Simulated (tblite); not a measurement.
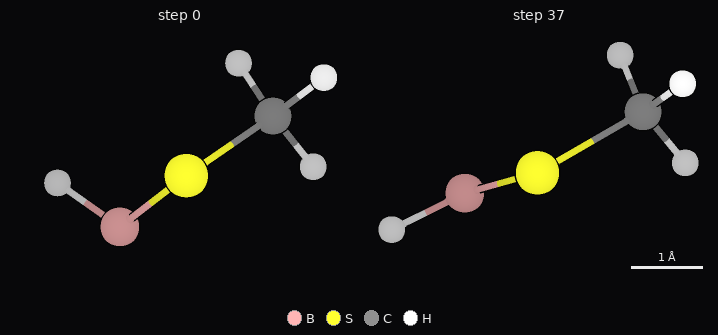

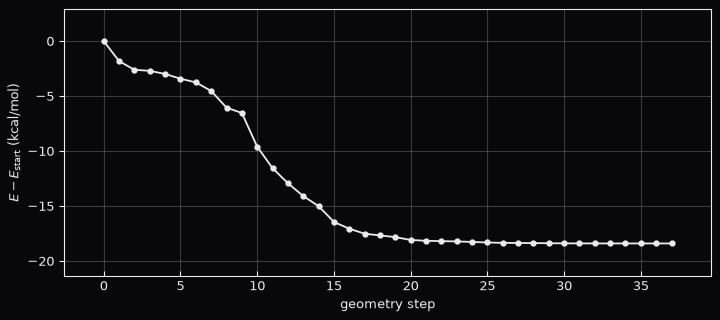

First and last geometry of a relaxation of CH$_{4}$BS (multiplicity 2), with the history of the run. A ball-and-stick model, seen from a free direction.

Level of theory: GFN2-xTB geometry optimisation, gas phase (tblite 0.8.0). 

Q: What do the curves and the structures tell?

A: It converged. The largest move after the best rigid fit is that of an H atom, 0.81 Å. Largest moves by element: H 0.81 Å, B 0.55 Å, S 0.35 Å, C 0.17 Å. Near-neighbour distances that change, for instance: B–S 1.892 → 1.699 Å, C–S 1.804 → 1.866 Å, C–H 1.121 → 1.084 Å, B–H 1.187 → 1.156 Å. Bond angles that change, for instance: B–S–C 94.5° → 105.6°, S–B–H 119.5° → 128.3°, H–C–H 107.8° → 110.7°. Groups turn about B–S by about 90°. Over 37 geometry steps the energy falls by 18.4 kcal/mol. The run took 0.08 s on 1 thread of Arm Neoverse V2, on a shared host.

| step | E − E(0), kcal/mol |
| --- | --- |
| 0 | 0.00 |
| 1 | -1.82 |
| 2 | -2.61 |
| 3 | -2.70 |
| 4 | -2.99 |
| 5 | -3.42 |
| 6 | -3.75 |
| 7 | -4.53 |
| 8 | -6.05 |
| 9 | -6.54 |
| 10 | -9.61 |
| 11 | -11.55 |
| 13 | -14.09 |
| 14 | -15.01 |
| 16 | -17.06 |
| 17 | -17.52 |
| 19 | -17.83 |
| 20 | -18.08 |
| 21 | -18.16 |
| 23 | -18.22 |
| 24 | -18.26 |
| 26 | -18.35 |
| 27 | -18.36 |
| 28 | -18.37 |
| 30 | -18.39 |
| 31 | -18.40 |
| 33 | -18.40 |
| 34 | -18.40 |
| 36 | -18.40 |
| 37 | -18.40 |
